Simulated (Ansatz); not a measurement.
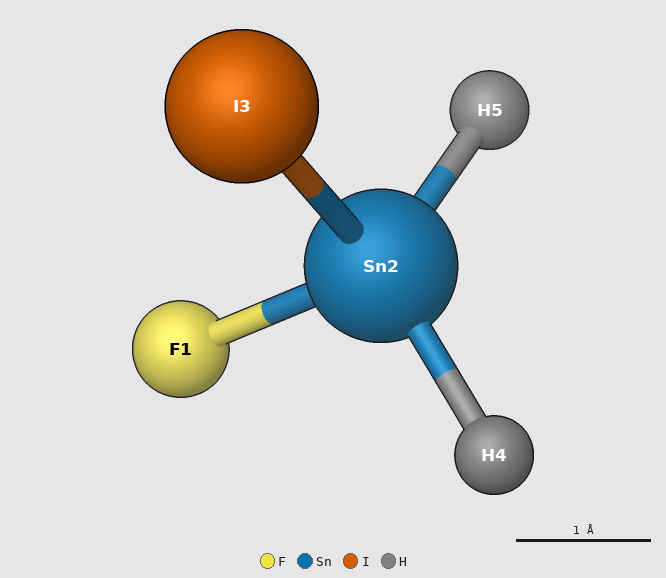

The atoms are numbered. The computed structure is the end point of a PBE-D4/def2-SVP optimisation. No frequency run is at hand to confirm it as a minimum.

How are the neighbours of atom 2 arranged?

Answer. Sn2 has 4 neighbours (F1 at 1.96, I3 at 2.70, H4 at 1.72, H5 at 1.72 Å); the arrangement is tetrahedral.
